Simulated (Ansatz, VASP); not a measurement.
# NiO: VASP beside Ansatz

One calculation is typed for both programs; each brings its own data sets and cutoff. How far apart do they land?

Program: Ansatz 0.2.0. Level of theory: plane waves, with VASP 6.6.1 beside it; band structure at HSE03. Results are calculated unless marked as measured.

**1. Starting point**

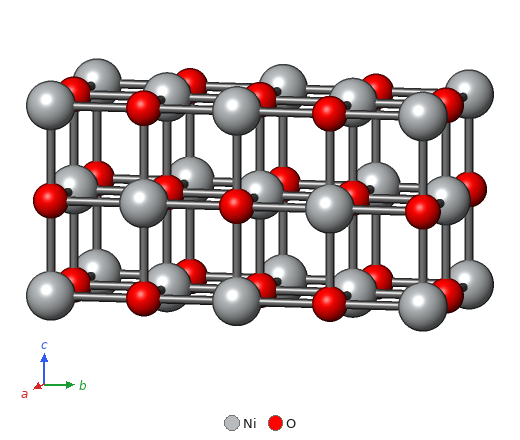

The starting structure, seen slightly off an axis (nickel light grey, oxygen red). 1×2×1 cells are drawn. This picture shows the conventional cell, with its axes. Some periodic images of atoms are drawn too.

**2. Ansatz: band structure, HSE03**

Ansatz runs on its default PAW (the set named soft_2) files.

The same path points are solved in both programs, so levels can be compared one by one.

The input, input.yaml:

```yaml
crystal:
  lattice:
    - [0.0, 2.0859016414, 2.0859016414]
    - [2.0859016414, 0.0, 2.0859016414]
    - [2.0859016414, 2.0859016414, 0.0]
  atoms:
    - { symbol: Ni, position: [0.0, 0.0, 0.0], spin: 1.0 }
    - { symbol: O, position: [0.5, 0.5, 0.5] }
hamiltonian:
  xc: { exchange: pbe, correlation: pbe, exx: { coeff: 0.25, omega: 0.3 } }
  pseudopotentials: { kind: paw }
magnetization:
  spin_polarized: true
kpoints:
  mp_grid: { grid: [6, 6, 6] }
  band_path:
    path:
      - [0.0, 0.0, 0.0]
      - [0.5, 0.0, 0.5]
      - [0.5, 0.2, 0.7]
      - [0.4, 0.35, 0.75]
      - [0.15, 0.15, 0.3]
      - [0.2, 0.2, 0.2]
      - [0.55, 0.4, 0.55]
      - [0.6, 0.25, 0.65]
      - [0.5, 0.25, 0.75]
      - [0.5, 0.5, 0.5]
      - [0.375, 0.375, 0.75]
      - [0.5, 0.0, 0.5]
    npoints: 1
scf:
  occupations: { method: gaussian, width: 0.02 }
  n_extra_bands: 9
output:
  forces: true
  stress: true
  eigenvalues: true
  write_density: true
  write_potential: true
  elf: true
  volumetric_format: npy
```

Started as:

```sh
$ ansatz run input.yaml --threads 4 --pin off --max-ram 9216MiB --backend cpu --events-out ev --progress --plain --runs-dir out
```

Numbers of over 12 decimals in the logs are rounded to 6 here.

The log of the run:

```text
Warning: output.stress: scf.convergence.dr2_threshold = 1e-7 eV (the SCF's general default) is looser than the 2e-10 eV advised for a printed stress (1e-10 eV for each atom of the cell: 2). What an SCF threshold leaves in a stress goes as its square root, and in the free energy as the threshold itself, and one threshold admits the most on a small cell: [figures from the program's tests cut] Set scf.convergence.dr2_threshold to 2e-10 eV or tighter. The threshold is an SCF's pass mark: one that does not reach it within its budget of iterations ends unconverged, or closes short of it on a stop that the run arms, and scf.convergence.dr2_threshold's page says what that costs each kind of run
Warning: output.stress: scf.exx.energy_threshold = 1e-6 eV is looser than the 2e-8 eV advised for a stress under a hybrid functional (1e-8 eV for each atom of the cell: 2). Every SCF of the exchange loop can meet its threshold on dr2 while the loop round them stops early: no threshold on dr2 bounds what that leaves in the stress. Set scf.exx.energy_threshold to 2e-8 eV or tighter. The threshold is the loop's pass mark: a loop that does not reach it within its budget of cycles ends unconverged, and scf.exx.energy_threshold's page has the law
scf.n_extra_bands = 9 over 12 filled bands (N_el = 24.0): the run solves 21 bands
Engine: ansatz 0.2.0, aarch64-unknown-linux-gnu
Pseudopotentials: kind: paw
Pseudopotential: Ni, paw, valence charge 18, recommended cutoff 420 eV (normal), Ni.paw.azcp
Pseudopotential: O, paw, valence charge 6, recommended cutoff 420 eV (normal), O.paw.azcp
Functional definition: unnamed
  parameter a_1 = 0.25
  parameter omega_1 = 0.3/angstrom
  exchange = pbe_x + (-a_1)*pbe_x_sr(omega_1) + a_1*exact_x_sr(omega_1)
  correlation = pbe_c
Crystal: 2 atoms, lattice volume = 18.151 Å³
Basis set: ecut = 420 eV, 339 PW (Γ), exchange–correlation on 40×40×40 points (8 copies of the dense FFT grid, shifted against one another)
Bands: 21, of which v1, the nominal top of the filled ones, is band 12 counted from 1 (11 counted from 0)
Symmetry: 48 space group operations
Space group: Fm-3m (ITA 225), of the structure as read, at distance tolerance 2.6e-5 Å
Magnetic group: BNS 225.116 (UNI 1618), of the structure as read, at distance tolerance 2.6e-5 Å
k-points: 16 of 216
Non-local potential: Ni, projectors of the file, l = 0: 3, l = 1: 2, l = 2: 3, l = 3: 1
Non-local potential: O, projectors of the file, l = 0: 2, l = 1: 2, l = 2: 1
PAW form: soft (Blöchl's): semilocal exchange-correlation on the pseudo side does not see the compensation charge
PAW frozen core: Ni, regenerated for the run's functional, and the local potential with it (the file was generated under x = pbe(κ = 0.804, μ = 0.219515), c = pbe(β = 0.066725))
PAW frozen core: O, regenerated for the run's functional, and the local potential with it (the file was generated under x = pbe(κ = 0.804, μ = 0.219515), c = pbe(β = 0.066725))
PAW one-centre angular grid: Ni, 590 points (default); XC on 64 Gauss nodes
PAW one-centre angular grid: O, 110 points (default); XC on 96 Gauss nodes
Initial density: superposition of atomic densities (chi_scale 0.1, normalization cell, long waves kept (reshape's long-wave potential 0.00 eV rms))
Starting moments: Σ|m| = 1 μB on 1 of 2 sites
Initial wavefunctions: pseudopotential atomic-orbital guess
Functional: x = pbe(κ = 0.804, μ = 0.219515), c = pbe(β = 0.066725), warm-up for x = pbe(κ = 0.804, μ = 0.219515) + 0.25 (exact − pbe) at short range (hse, ω = 0.3 Å⁻¹), c = pbe(β = 0.066725)
SCF iter   1: F=—  HF=-6409.270536 eV  |F-HF|=—  |Δ(HF+E_count)|=         —  Δρ=3.08e-1 (↑1.49e-1 ↓3.08e-1)  dr2=2.83e1  dr2_m=1.35e0  M=0.185 μB ∫|m|=0.191 μB  β_m=0.30  ethr=1.00e-1  ⟨swp⟩=6.2  Hψ=2203  notcnv=0
preconditioner: auto → none  [metal: Δε(μ)=0.014 eV  Ē_g=22.709 eV  σ=0.020 eV  W_gap=0.34  n_scr=8 (ndim 8)  ℏωp=34.9 eV  f_vac=0.000  D(μ)=5.09/eV (n_scr^D=112)  sad-step TF]
iter 2 solved again at ethr=1.76e-3 eV; its pass at ethr=1.00e-1 eV (dr2=4.23e-1 eV) is discarded
SCF iter   2: F=—  HF=-6405.829700 eV  |F-HF|=—  |Δ(HF+E_count)|=    3.44e0  Δρ=6.69e-2 (↑6.69e-2 ↓5.43e-2)  dr2=4.43e-1  dr2_m=1.86e-1  M=0.432 μB ∫|m|=0.433 μB  β_m=0.30  ethr=1.76e-3  ⟨swp⟩=3.6  Hψ=2858  notcnv=0  defer=12
SCF iter   3: F=—  HF=-6405.610883 eV  |F-HF|=—  |Δ(HF+E_count)|=   2.19e-1  Δρ=5.70e-2 (↑4.51e-2 ↓5.70e-2)  dr2=2.15e-1  dr2_m=3.09e-1  M=0.222 μB ∫|m|=0.245 μB  β_m=0.30  ethr=1.76e-3  ⟨swp⟩=3.4  Hψ=1534  notcnv=0  defer=1
SCF iter   4: F=—  HF=-6405.554239 eV  |F-HF|=—  |Δ(HF+E_count)|=   5.66e-2  Δρ=3.15e-2 (↑3.15e-2 ↓3.06e-2)  dr2=1.23e-3  dr2_m=1.59e-1  M=0.222 μB ∫|m|=0.236 μB  β_m=0.30  ethr=8.96e-4  ⟨swp⟩=3.1  Hψ=1554  notcnv=0  defer=1
SCF iter   5: F=—  HF=-6405.572117 eV  |F-HF|=—  |Δ(HF+E_count)|=   1.79e-2  Δρ=2.81e-2 (↑2.81e-2 ↓1.76e-2)  dr2=1.55e-2  dr2_m=8.52e-2  M=0.222 μB ∫|m|=0.230 μB  β_m=0.30  ethr=5.14e-6  ⟨swp⟩=4.1  Hψ=1970  notcnv=0  defer=1
SCF iter   6: F=—  HF=-6405.573951 eV  |F-HF|=—  |Δ(HF+E_count)|=   1.83e-3  Δρ=1.72e-2 (↑1.58e-2 ↓1.72e-2)  dr2=7.95e-4  dr2_m=4.52e-2  M=0.222 μB ∫|m|=0.227 μB  β_m=0.30  ethr=5.14e-6  ⟨swp⟩=3.6  Hψ=1918  notcnv=0
[...]
Mixer restart at iter 9: flushing history
SCF iter  10: F=—  HF=-6405.149466 eV  |F-HF|=—  |Δ(HF+E_count)|=   1.04e-7  Δρ=1.07e-5 (↑7.94e-6 ↓1.07e-5)  dr2=4.43e-9  dr2_m=1.40e-8  M=2.000 μB ∫|m|=2.030 μB  β_m=0.92  ethr=1.25e-12 (applied; sched 1.00e-12)  ⟨swp⟩=4.6  Hψ=1769  notcnv=0
SCF iter  11: F=—  HF=-6405.149466 eV  |F-HF|=—  |Δ(HF+E_count)|=   1.22e-8  Δρ=6.33e-6 (↑6.33e-6 ↓2.33e-6)  dr2=5.60e-9  dr2_m=1.78e-9  M=2.000 μB ∫|m|=2.030 μB  β_m=0.96  ethr=1.23e-12 (applied; sched 1.00e-12)  ⟨swp⟩=4.1  Hψ=1715  notcnv=0
SCF iter  12: F=—  HF=-6405.149466 eV  |F-HF|=—  |Δ(HF+E_count)|=   1.04e-8  Δρ=1.07e-5 (↑5.42e-6 ↓1.07e-5)  dr2=3.21e-8  dr2_m=1.53e-9  M=2.000 μB ∫|m|=2.030 μB  β_m=0.68  ethr=1.27e-12 (applied; sched 1.00e-12)  ⟨swp⟩=4.2  Hψ=1783  notcnv=0  recentre
SCF iter  13: F=—  HF=-6405.149466 eV  |F-HF|=—  |Δ(HF+E_count)|=   1.07e-8  Δρ=5.61e-7 (↑5.61e-7 ↓3.16e-7)  dr2=2.34e-11  dr2_m=2.92e-11  M=2.000 μB ∫|m|=2.030 μB  β_m=0.79  ethr=1.23e-12 (applied; sched 1.00e-12)  ⟨swp⟩=4.1  Hψ=1727  notcnv=0
SCF iter  14: F=—  HF=-6405.149466 eV  |F-HF|=—  |Δ(HF+E_count)|=  1.91e-11  Δρ=3.45e-7 (↑8.59e-8 ↓3.45e-7)  dr2=1.92e-11  dr2_m=2.92e-12  M=2.000 μB ∫|m|=2.030 μB  β_m=0.70  ethr=1.00e-12  ⟨swp⟩=2.4  Hψ=1078  notcnv=0
SCF iter  15: F=-6405.149466 eV  HF=-6405.149466 eV  |F-HF|=9.09e-13  |Δ(HF+E_count)|=  7.28e-12  Δρ=4.11e-8 (↑4.11e-8 ↓2.10e-8)  dr2=8.16e-14  dr2_m=1.46e-13  M=2.000 μB ∫|m|=2.030 μB  ethr=1.00e-12  ⟨swp⟩=2.0  Hψ=1056  notcnv=0
SCF 4 converged in 15 iterations: F = -6405.149466 eV  dr2 = 8.16e-14
  Residual-converged pass: ⟨swp⟩=3.9  Hψ=1529  notcnv=0  max |occ|·‖R‖ = 9.9e-9 eV (tolerance 1.0e-8 eV)  dr2=1.06e-13  dr2_m=2.14e-13  dr2_onsite=1.75e-13  max |Δocc| = 0.0e0
hybrid outer 3: dexx = +9.945e-5 eV, tail = 4.41e-7 eV, magnetization grown 1.1064 times (not accepted), Δε = 7.72e-2 eV (about 2.53e-3 eV left of the loop's levels)
Exchange kernel: α = 0.2500, screened, ω = 0.3000 Å⁻¹, Wigner–Seitz truncation, v(0) = 502.5879 eV·Å³, q-mesh 6×6×6, nearest image of the exchange supercell L = 17.70 Å, pair-density grid 12×12×12, without the augmentation charges, whose exchange is taken in its separable form by FFT convolution over the k-point mesh (sized by the pseudopotential files, 18×18×18 at the most), smooth part of the exact exchange by density-matrix convolution
Frozen-core exchange: fock
SCF iter   1: F=—  HF=-6405.149468 eV  |F-HF|=—  |Δ(HF+E_count)|=         —  Δρ=5.48e-6 (↑5.48e-6 ↓3.71e-6)  dr2=2.74e-9  dr2_m=1.58e-9  M=2.000 μB ∫|m|=2.030 μB  β_m=0.30  ethr=6.43e-9  ⟨swp⟩=3.7  Hψ=1578  notcnv=0
preconditioner: auto → none  [insulator: Δε(μ)=2.737 eV  Ē_g=24.659 eV  σ=0.020 eV  W_gap=1.00  n_scr=8 (ndim 8)  ℏωp=34.9 eV  f_vac=0.000  D(μ)=0.00/eV (n_scr^D=0)]
SCF iter   2: F=-6405.149468 eV  HF=-6405.149468 eV  |F-HF|=8.39e-10  |Δ(HF+E_count)|=   3.66e-9  Δρ=3.68e-6 (↑3.68e-6 ↓2.46e-6)  dr2=7.05e-10  dr2_m=8.62e-10  M=2.000 μB ∫|m|=2.030 μB  ethr=1.06e-11  ⟨swp⟩=4.0  Hψ=1591  notcnv=0
SCF 5 converged in 2 iterations: F = -6405.149468 eV  dr2 = 7.05e-10
  Residual-converged pass: ⟨swp⟩=2.1  Hψ=889  notcnv=0  max |occ|·‖R‖ = 2.3e-6 eV (tolerance 2.4e-6 eV)  dr2=7.06e-10  dr2_m=8.63e-10  dr2_onsite=2.89e-10  max |Δocc| = 0.0e0
hybrid outer 4: dexx = +2.966e-9 eV, tail = 5.76e-9 eV, Δε = 3.16e-4 eV (about 1.08e-4 eV left of the loop's levels), ΔF = 9.47e-30 eV/Å (tail 4.76e-30)
at 1 of the mixer's solves, all of them in the SCFs whose states led to this one, it left a direction of its history that read negative out of its fit and stepped the other way along it
NSCF: frozen V_eff on 12 k-points
this state was not tested for a lower state beside it, because the functional holds exact exchange (a hybrid, or Hartree-Fock), whose exchange loop this test does not read (fock_operator); the stability check (scf.self_checks: high) cannot read this state: a pseudopotential is PAW: the check reads norm-conserving sets alone
hybrid SCF converged: 4 outer / 43 inner (+100 warm-up), last move |dexx| = 2.97e-9 eV, tail = 5.76e-9 eV
Magnetization: 2.0000 μB (13.0000 up, 11.0000 down)
Absolute magnetization: 2.0285 μB (∫|ρ↑−ρ↓|, with the PAW one-centre terms)
Spin contamination: 0.0031 ħ² per cell (⟨S²⟩ above its minimum at these occupations)
Per-site moments (μB) at R_I (Å): [(1.722707, 0.860434), (0.241763, 0.860434)]
Free energy (F): -6405.149468 eV
Frozen-core exchange: fock
Harris-Foulkes:  -6405.149468 eV  (|F-HF|=8.39e-10)
Internal energy: -6405.149468 eV  (E = F + TS)
E sigma→0 (E₀):  -6405.149468 eV
Fermi energy:    14.516872 eV
--- Per-component energies (eV) ---
  E_band       = -400.497125
  E_kinetic    = 451.420321
  E_local      = -3990.180678  (includes V_loc(G=0)·N_el)
  E_nonlocal   = 693.980562
  E_hartree    = 1643.520590
  E_xc         = -127.377357
  E_vxc        = -161.387187  (∫ρ·V_xc dr)
  E_exx        = -112.873168  (= α·E_x^exact, valence–valence)
  E_paw        = -1708.601685  (= ΣΔE_a)
  E_vpaw       = -455.629209  (= ΣTr[D̂ρ^β])
  E_aug_tail   = 0.003183  (compensation charges beyond the density's cutoff)
  E_ewald      = -3254.798910
  E_core_change = -0.242326  (= ΣΔE_core)
  E_smearing   = -0.000000  (= −TS)
  E_closure    = -0.000000  (closes the sum)
  Σ components = -6405.149468   (vs F -6405.149468, Δ=9.09e-13)
--- Forces (eV/Å), atoms counted from 1 ---
  atom   1  Ni    -0.00000000     0.00000000     0.00000000
  atom   2  O      0.00000000    -0.00000000    -0.00000000
  max |Σ_I F_I| component: 2.01e-29 eV/Å
--- Stress (GPa, compression-positive) ---
        3.663144       0.000000       0.000000
        0.000000       3.663144       0.000000
       -0.000000       0.000000       3.663144
  P = ⅓ Tr σ = 3.6631 GPa (36.631 kbar)
--- Band table (eV; the first three rows and the last of 32) ---
  k-point 0 ↑: bands = [... 8 lower, 9.1054, 9.1054, 10.7308, 10.7308, 10.7308, 16.5056, 32.8237, 33.9264, ... 5 higher]
  k-point 1 ↑: bands = [... 8 lower, 9.1967, 9.1967, 10.2296, 11.5627, 11.5627, 18.1580, 29.0618, 32.8566, ... 5 higher]
  k-point 2 ↑: bands = [... 8 lower, 9.5238, 9.5238, 10.4082, 12.6829, 12.6829, 20.1825, 26.1370, 30.2909, ... 5 higher]
  k-point 15 ↓: bands = [... 8 lower, 11.0201, 11.3384, 11.4121, 16.9052, 17.4410, 23.5586, 26.3856, 26.5094, ... 5 higher]
```

It took 35 s on 4 threads of Arm Neoverse V1, shared host; peak memory 0.71 GiB; 2.2 min of CPU time.

The column dr2 measures how far the density is from self-consistency, as an energy; F and HF (Harris–Foulkes) agree once it is small.

[end of part 1 of 2]

[Lines on the potential files, build, host, timing and source positions are cut from VASP's logs without a mark.]

[Logs are printed without paths, hosts, clocks, repeated set-up lines and the standing remarks that a program may print on its own settings, such as how far it seeks lower states.]

[Hosts, paths, dates, database ids (printed as entryN), source tags and the programs' standing remarks are cut or masked in the printed files.]
